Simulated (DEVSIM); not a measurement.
System: Ru/HfO2/p-In0.53Ga0.47As capacitor, at 300 K.

| layer (left to right) | material | thickness (nm) | Na (cm⁻³) |
|---|---|---|---|
| 1 | HfO2 | 5.80 | - |
| 2 | In0.53Ga0.47As | 1100 | 1.4e17 |

Metal gate on the left, work function 4.7 eV. Fixed charge at the semiconductor interface -8.1e11 cm⁻² (in units of +e); no interface traps.

The device is made up for the run: typed textbook-type constants, with dimensions and the other settings drawn at random. Values at 300 K.

| parameter | HfO2 | In0.53Ga0.47As |
|---|---|---|
| gap (eV) | 5.7 | 0.74 |
| affinity (eV) | 2.5 | 4.51 |
| permittivity | 22 | 13.9 |
| Nc (cm⁻³) | - | 2.1e17 |
| Nv (cm⁻³) | - | 7.7e18 |

DEVSIM, 1D Poisson equation in equilibrium, Boltzmann statistics, complete ionisation; no quantum confinement or tunnelling. Metal contacts follow the ideal Schottky-Mott rule: no Fermi-level pinning, no interface dipoles.

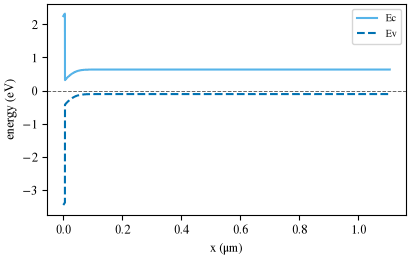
Band edges at -0.05 V on the gate

Energies count from the Fermi level of the right contact; mesh points crowd at the junctions.

| x (μm) | Ec (eV) | Ev (eV) | n (cm⁻³) | p (cm⁻³) | field (V/cm) |
|---|---|---|---|---|---|
| 0.000 | 2.250 | -3.450 | < 1e2 | < 1e2 | 130000 |
| 0.0009740 | 2.263 | -3.437 | < 1e2 | < 1e2 | 130000 |
| 0.002427 | 2.282 | -3.418 | < 1e2 | < 1e2 | 130000 |
| 0.004092 | 2.304 | -3.396 | < 1e2 | < 1e2 | 130000 |
| 0.005588 | 2.324 | -3.376 | < 1e2 | < 1e2 | 130000 |
| 0.006504 | 0.324 | -0.416 | 7.6e11 | 7.9e11 | 100000 |
| 0.008310 | 0.342 | -0.398 | 3.8e11 | 1.6e12 | 99000 |
| 0.01379 | 0.394 | -0.346 | 5.1e10 | 1.2e13 | 89000 |
| 0.02264 | 0.465 | -0.275 | 3.2e9 | 1.9e14 | 73000 |
| 0.03888 | 0.560 | -0.180 | 8.4e7 | 7.2e15 | 44000 |
| 0.07200 | 0.629 | -0.111 | 5700000 | 1.1e17 | 6000 |
| 0.1726 | 0.636 | -0.104 | 4300000 | 1.4e17 | ≈ 0 |
| 0.3349 | 0.636 | -0.104 | 4300000 | 1.4e17 | ≈ 0 |
| 0.6256 | 0.636 | -0.104 | 4300000 | 1.4e17 | ≈ 0 |
| 0.9072 | 0.636 | -0.104 | 4300000 | 1.4e17 | ≈ 0 |
| 1.005 | 0.636 | -0.104 | 4300000 | 1.4e17 | ≈ 0 |
| 1.055 | 0.636 | -0.104 | 4300000 | 1.4e17 | ≈ 0 |
| 1.081 | 0.636 | -0.104 | 4300000 | 1.4e17 | ≈ 0 |
| 1.096 | 0.636 | -0.104 | 4300000 | 1.4e17 | ≈ 0 |
| 1.102 | 0.636 | -0.104 | 4300000 | 1.4e17 | ≈ 0 |
| 1.104 | 0.636 | -0.104 | 4300000 | 1.4e17 | ≈ 0 |
| 1.106 | 0.636 | -0.104 | 4300000 | 1.4e17 | ≈ 0 |
